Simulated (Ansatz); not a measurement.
```yaml
atoms:
  - { symbol: B, position_ang: [-0.5901, 0.3142, -4.1121] }
  - { symbol: B, position_ang: [-0.6854, -1.3782, -2.8708] }
  - { symbol: B, position_ang: [-1.7450, -0.7758, -3.7626] }
  - { symbol: Mg, position_ang: [-0.5432, 1.0936, -1.9100] }
  - { symbol: O, position_ang: [0.2538, 1.2032, -3.8369] }
  - { symbol: H, position_ang: [-0.5000, 2.0068, -0.4770] }
  - { symbol: H, position_ang: [0.3253, -1.7052, -2.3449] }
  - { symbol: H, position_ang: [-2.8803, -0.7482, -4.1055] }
```

Geometry: B3LYP/6-31G*.

Theory: isolated molecule in a Gaussian basis; Kohn-Sham density functional theory, functional PBE0 (Ansatz 0.2.0).

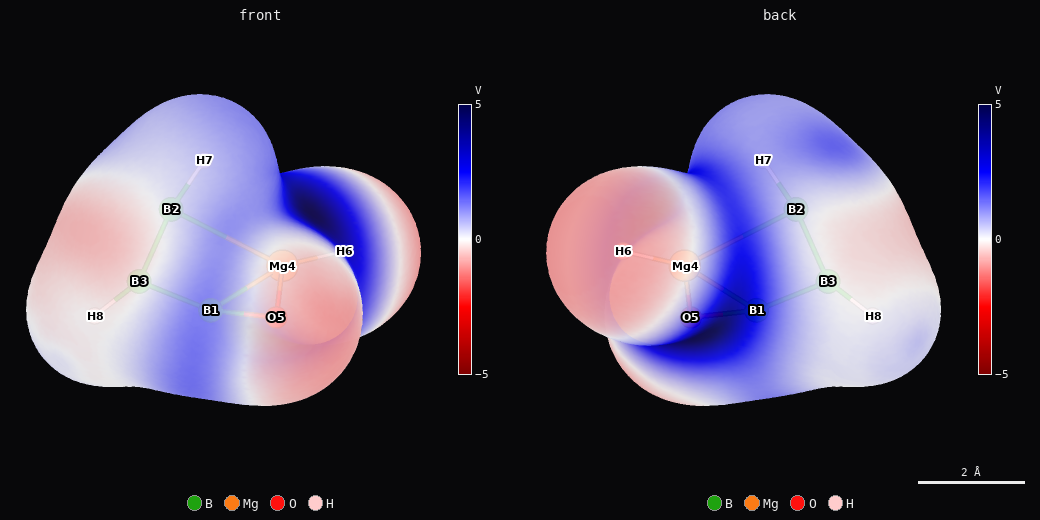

B3H3MgO. The molecular electrostatic potential painted on the density surface at 0.002 e/bohr³, seen from the front and from behind; red is negative and blue positive.

> Where is the surface potential most negative and most positive?

The most negative region (about −0.9 V) lies over O5 and H6, the most positive (about +4.8 V) over Mg4.

> What dipole moment does the calculation give?

Its dipole moment is 0.68 D.
